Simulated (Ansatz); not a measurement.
**BClH₂O₂···H₂: density, localisation and related maps**

```xyz
8

B     0.0346    0.5275   -0.2051
H    -0.0820   -0.3717    2.0163
Cl    1.4179   -0.4800   -0.7308
O    -1.2295    0.1259   -0.4211
H    -1.2869   -0.7368   -0.8409
O     0.2558    1.7563    0.3732
H     1.1932    1.9618    0.4375
H     0.0355    0.3345    2.0629
```

Not at a stationary point (largest force 1.8 eV/Å).

The calculation used RKS PBE0/def2-SVP in Ansatz.

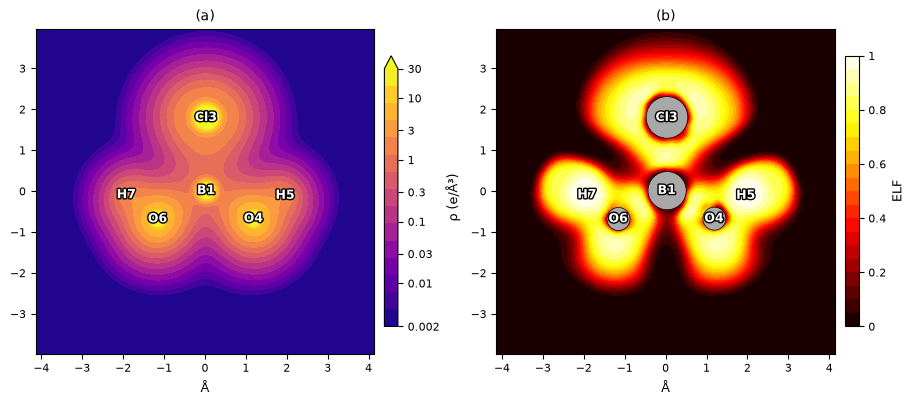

Figure 1. (a) electron density; (b) electron localisation function on the plane of atoms B1, O6 and H7. Grey discs cover the atomic cores in the ELF map.

Q: Interpret the plot.

A: Atoms in the plane: B, Cl, O and H.
B–O (1.34 Å): ρ at the midpoint is about 2.2 e/Å³; the ELF peaks at about 0.90 between the atoms; a short, strongly polar bond.
B–Cl (1.79 Å): ρ at the midpoint is about 1.3 e/Å³; the ELF peaks at about 0.90 between the atoms (a shared but strongly polarised pair).
O–H (0.96 Å): ρ at the midpoint is about 3.7 e/Å³; the ELF climbs to about 1 towards the hydrogen, as it does in any bond to H; an ordinary covalent bond to hydrogen.
The ELF also peaks beside O6, O4 and Cl3, away from the bonds: lone-pair regions.

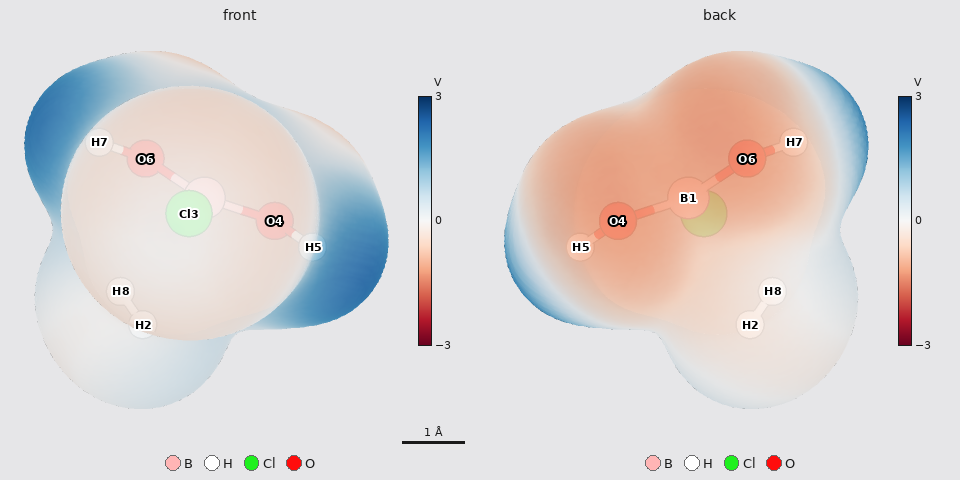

Figure 2. The electrostatic potential painted on the density surface at 0.001 e/bohr³, seen from the front and from behind; red is negative and blue positive.

Q: Describe the electrostatic potential map.

A: The most negative region (about −1.3 V) lies over O4 and O6, the most positive (about +2.2 V) over H5.

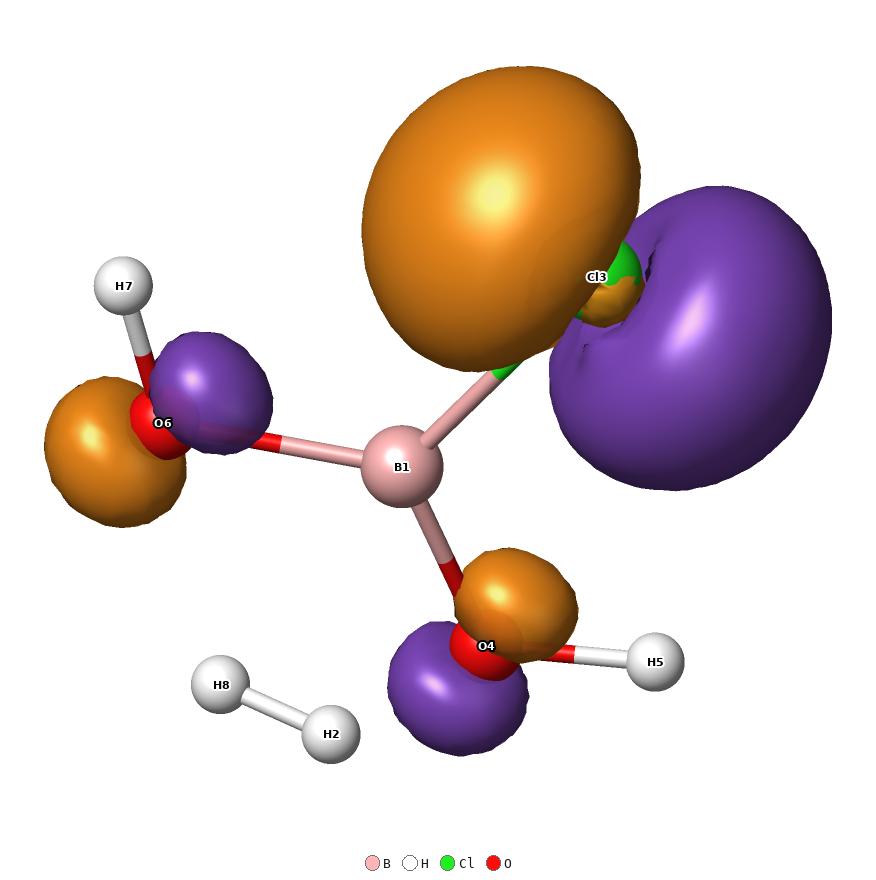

Figure 3. The HOMO at ±0.2 Å⁻³ᐟ² (orange and purple are the two phases), seen at a tilt.

Q: Describe this orbital and give its energy.

A: Its weight (Hirshfeld) is mainly on Cl3 (about 80 %), O6 (about 10 %) and O4 (about 5 %); largely a lone pair of Cl3. Its energy is −9.06 eV.
